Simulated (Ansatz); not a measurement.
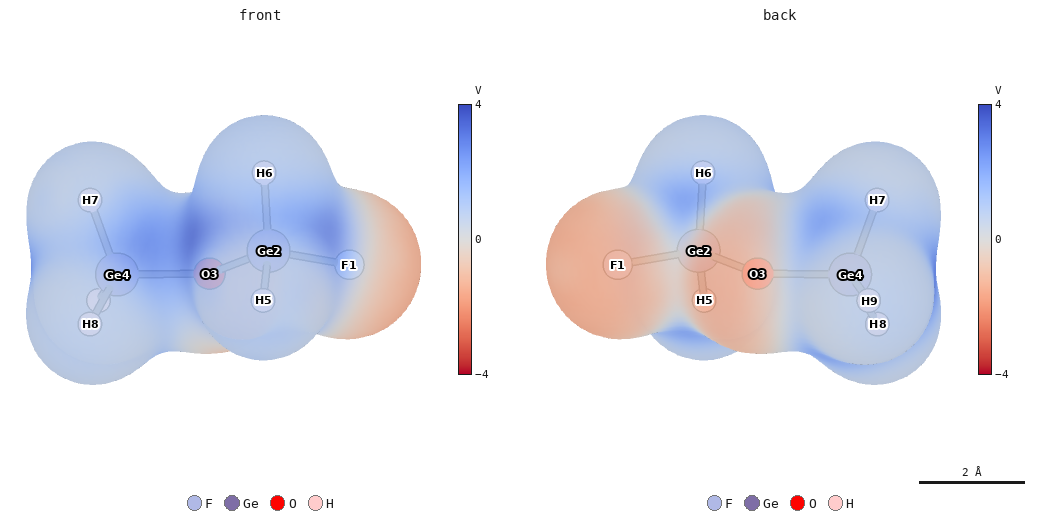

FGe2H5O. The electrostatic potential painted on the density surface at 0.004 e/bohr³, seen from the front and from behind; red is negative and blue positive.

Geometry: PBE0-D4/def2-TZVP.

The calculation used RKS PBE0-D4/def2-TZVPP in Ansatz.

Input file:

```
crystal:
  periodic: [false, false, false]
  atoms:
    - {symbol: F, position_ang: [-2.387665, 1.757057, 0.071893]}
    - {symbol: Ge, position_ang: [-0.700363, 1.389630, 0.183242]}
    - {symbol: O, position_ang: [-0.615141, -0.330564, -0.120869]}
    - {symbol: Ge, position_ang: [0.749583, -1.464674, -0.195103]}
    - {symbol: H, position_ang: [0.000706, 2.184808, -0.927161]}
    - {symbol: H, position_ang: [-0.268594, 1.721004, 1.618648]}
    - {symbol: H, position_ang: [1.467312, -1.467194, 1.167139]}
    - {symbol: H, position_ang: [1.714845, -1.008245, -1.304539]}
    - {symbol: H, position_ang: [0.127717, -2.828122, -0.510453]}
basis:
  gaussian: {orbitals: def2-TZVPP}
hamiltonian: {xc: pbe0, dispersion: d4}
output: {orbitals: {seedname: orbitals}}
```

Launched as:

```sh
ansatz run in.yaml --threads 4 --pin off --events-out ev --progress --plain --max-ram 10444MiB
```

### Which sites attract a positive test charge, and which a negative one?

A positive charge is drawn to the negative regions and a negative charge to the positive ones. The most negative region (about −1.5 V) lies over F1 and O3, the most positive (about +3.0 V) over Ge2.
